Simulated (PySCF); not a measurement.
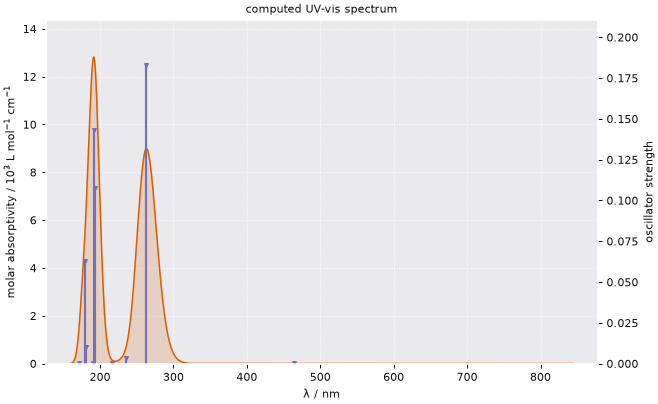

Vertical TDDFT excitations, PBE0/def2-SVPD, PySCF, at a PBE0-D3(BJ)/def2-SVP geometry (no frequency check), gas phase. Only the first 10 singlet excitations are included; each is broadened by a Gaussian of 1/e half-width 0.33 eV. Sticks give oscillator strengths (right axis).

**Whose absorption spectrum is this?**
A. CH₂S₂ (trans-dithioformic acid), SMILES S=CS
B. C₆H₁₀O (3-cyclohexen-1-ol), SMILES O[C@H]1CC=CCC1
C. C₇H₄ClN (4-chlorobenzonitrile), SMILES N#Cc1ccc(Cl)cc1

A. Its lowest singlet lies at 2.67 eV (f = 0.000) and the brightest of those computed is S2 at 4.71 eV (263 nm), f = 0.183, mainly HOMO−1 → LUMO (91 %).

Caveats: states above the negative HOMO energy depend on the basis; core orbitals are frozen in the response.
